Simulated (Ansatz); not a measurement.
```xyz
6

Zn   -0.0148   -0.0101    0.0324
O    -0.1787   -0.0601    1.8384
H    -0.9591   -0.2797    2.3206
Cl   -0.2997   -0.0841   -2.0884
Cl    2.4980    0.6903    1.0632
H     1.5927    0.4348    1.9606
```

Computed with RHF/def2-SVP in Ansatz.

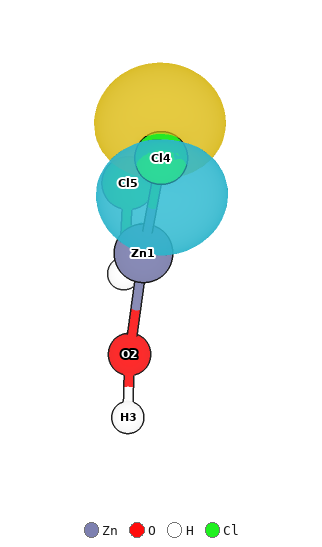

ClHOZn···HCl. The HOMO at ±0.2 Å⁻³ᐟ² (yellow and cyan are the two phases), seen at an oblique angle.

Describe this orbital and give its energy.

It lies mainly on Cl4 (about 90 %); it is symmetric in the molecular plane (an in-plane orbital: σ, lone-pair or in-plane π type); largely a lone pair of Cl4. Its energy is −11.68 eV.
